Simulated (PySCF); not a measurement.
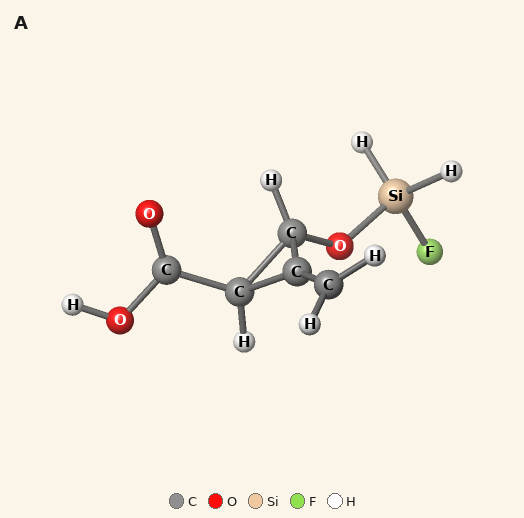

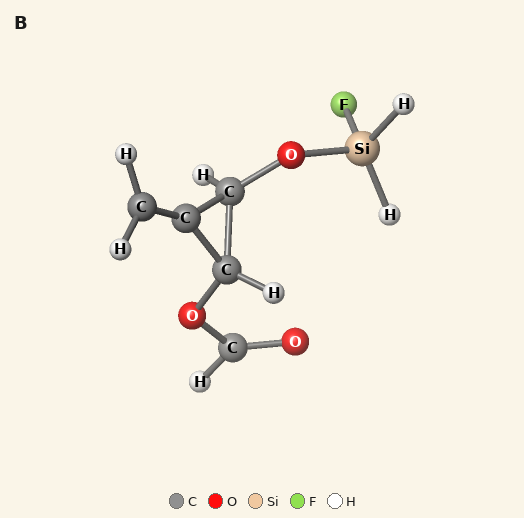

2 stationary structures of one formula. Geometries: GFN2-xTB. Electronic energies: PBE0/pcSseg-1 (PySCF 2.14.0), without zero-point energy. No frequency run is at hand to confirm each as a minimum. Each is one conformer, not always the lowest.

How are they related?

They are constitutional isomers of C5H7FO3Si: A `C=C1[C@@H](C(=O)O)[C@@H]1O[SiH2]F`, B `C=C1[C@@H](OC=O)[C@@H]1O[SiH2]F`.

Which is lowest in energy, and by how much?

A is lowest; B lies 0.675 eV above it.

The geometry is semi-empirical. Around Si such bond lengths and angles can be off by a tenth of an ångström or more and by several degrees, and values that hang on the shape move with them.
